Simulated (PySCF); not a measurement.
# Geometry relaxation, with input and output: H$_{2}$O$_{2}$

- system: H$_{2}$O$_{2}$
- method: RKS PBE0-D4/def2-TZVP, density fitting (PySCF 2.14.0)

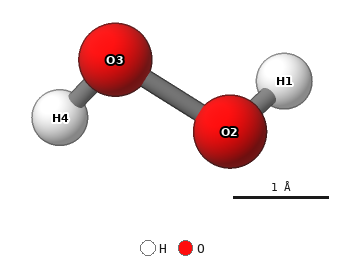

Fig. 1: The structure as given in the input (ball-and-stick view, seen at a tilt; atoms are numbered from 1 in the order of the input). Bond lengths as drawn: H–O 0.96 to 0.97 Å and O–O 1.43 Å.

Results in brief

```json
{"quantity": "outcome", "value": "converged"}
{"quantity": "total energy", "value": "−4121.3114 eV"}
{"quantity": "largest force (length of the vector) at the end", "value": "0.009 eV/Å"}
{"quantity": "hardware", "value": "4 threads of Oxide Virtual Turin-like, 27 GiB of memory available, shared host"}
{"quantity": "wall time", "value": "4.8 s (CPU time 14 s)"}
{"quantity": "peak memory", "value": "0.71 GiB"}
```

The input
```python
import json, numpy as np
from pyscf import gto, scf, dft, mp, cc
EV, BOHR = 27.211386245988, 0.529177210903
mol = gto.M(atom="""
H -0.356705 -0.423371 0.226819
O -0.630145 0.094750 -0.540710
O 0.188981 1.252373 -0.395434
H 0.765809 1.168777 -1.164302
""", basis="def2-tzvp", charge=0, spin=0, max_memory=7225, verbose=0)
def mean_field(mol, dm=None):
    mf = dft.RKS(mol, xc="pbe0").density_fit()
    mf.conv_tol = 1e-9; mf.grids.level = 4
    mf.kernel(dm0=dm)
    if not mf.converged: mf = mf.newton().run(mf.mo_coeff, mf.mo_occ)
    assert mf.converged
    return mf
def d4(mol):
    from pyscf.dispersion.dftd4 import DFTD4Dispersion
    real = gto.M(atom=[(mol.atom_pure_symbol(i), mol.atom_coord(i)) for i in range(4)], unit='B', charge=mol.charge, spin=None, basis='def2-svp', verbose=0)
    r = DFTD4Dispersion(real, xc="pbe0", atm=True).get_dispersion(grad=True); return r["energy"], r["gradient"]
def energy_and_gradient(mol, dm=None):
    mf = mean_field(mol, dm); e, g = d4(mol)
    return mf, (mf.e_tot + e) * EV, (mf.nuc_grad_method().kernel()[:4] + g) * EV / BOHR
out = {}
# rational-function steps on a BFGS-updated Hessian; the first Hessian (eV/A^2) comes from GFN2-xTB
H = np.load("h0.npy"); x = mol.atom_coords(unit="A").ravel(); dm = old = None; trust = 0.2; steps = []
for it in range(90):
    mol.set_geom_(x.reshape(-1, 3), unit="A"); mf, e, g = energy_and_gradient(mol, dm); g = g.ravel(); dm = mf.make_rdm1()
    print(f"relax step {it + 1}: E = {e:.6f} eV, largest force component {abs(g).max():.4f} eV/A", flush=True); steps.append([e, x.reshape(-1, 3).tolist(), (-g).reshape(-1, 3).tolist()])
    if abs(g).max() < 0.008: out['converged'] = True; break
    if old is not None:
        s, z = x - old[0], g - old[1]
        if s @ z > 1e-8: H = H + np.outer(z, z) / (s @ z) - np.outer(H @ s, H @ s) / (s @ H @ s)
        trust = max(0.03, trust / 2) if e > old[2] + 1e-4 else min(0.35, trust * 1.3)
    w, V = np.linalg.eigh(H); w = np.maximum(abs(w), 0.08); f = V.T @ g; M = np.diag(np.append(w, 0.0)); M[-1, :-1] = M[:-1, -1] = f
    dx = V @ (-f / (w - np.linalg.eigvalsh(M)[0])); big = np.linalg.norm(dx.reshape(-1, 3), axis=1).max(); dx *= min(1, trust / big)
    old = (x, g, e); x = x + dx
out.update(energy=e, forces=steps[-1][2], positions=steps[-1][1], steps=steps)
out['s2'] = mf.spin_square()[0]; out['nelec'] = mol.nelec
print(f"Total energy {out['energy']:.6f} eV, <S^2> {out['s2']:.4f}")
json.dump(out, open("out.json", "w"), default=float)
```

Command:
```bash
OMP_NUM_THREADS=4 python run.py
```

What the program printed
```
relax step 1: E = -4121.311367 eV, largest force component 0.0285 eV/A
relax step 2: E = -4121.311371 eV, largest force component 0.0059 eV/A
Total energy -4121.311371 eV, <S^2> 0.0000
```

Trajectory as extended XYZ (Å, eV, eV/Å), 2 frames, from step=1 to step=2
```
4
Properties=species:S:1:pos:R:3:forces:R:3 step=1 energy=-4121.31137
H    -0.3567   -0.4234    0.2268   -0.0114   0.0194  -0.0280
O    -0.6301    0.0948   -0.5407    0.0104  -0.0207   0.0285
O     0.1890    1.2524   -0.3954    0.0003   0.0002   0.0015
H     0.7658    1.1688   -1.1643    0.0007   0.0011  -0.0019
4
Properties=species:S:1:pos:R:3:forces:R:3 step=2 energy=-4121.31137
H    -0.3597   -0.4225    0.2286    0.0049  -0.0031   0.0043
O    -0.6274    0.0926   -0.5419   -0.0034   0.0054  -0.0059
O     0.1909    1.2507   -0.3942   -0.0027   0.0007   0.0012
H     0.7643    1.1717   -1.1660    0.0011  -0.0030   0.0004
```
